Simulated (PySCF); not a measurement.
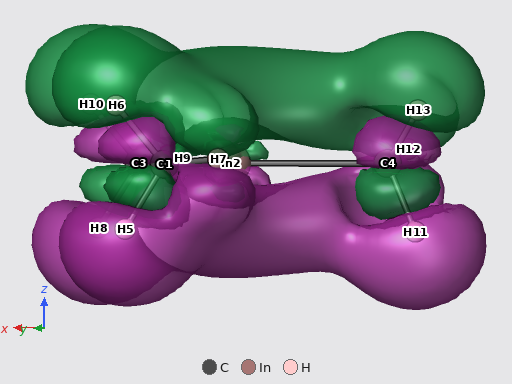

C3H9In, SMILES `C[In](C)C`. Change of the electron density in a uniform field of 0.51 V/Å, surfaces at ±0.002 e/Å³ (green: gain, purple: loss).

Computed with PySCF, CAM-B3LYP/def2-SVPD, geometry: GFN2-xTB. Core potentials replace the inner electrons of In; spin–orbit coupling isn't included. No frequency check shows the geometry to be a minimum. GFN2-xTB bond lengths at metals and heavier atoms can be off by up to 0.1 Å and shapes distorted, which carries into these values.

Along which Cartesian direction does the field point?

Answer. Along −z: electrons gather on the +z side, against the field.

How large is the response?

Answer. The induced dipole is 1.48 D (along the field); α along this axis, from the fields in both directions, is 58 bohr³ (8.6 Å³).

Which atoms gain and lose the most charge?

Answer. Electrons gather most on H10 (Hirshfeld charge changes by −0.016 e) and leave H11 most (+0.018 e); 0.157 electrons are displaced in all.
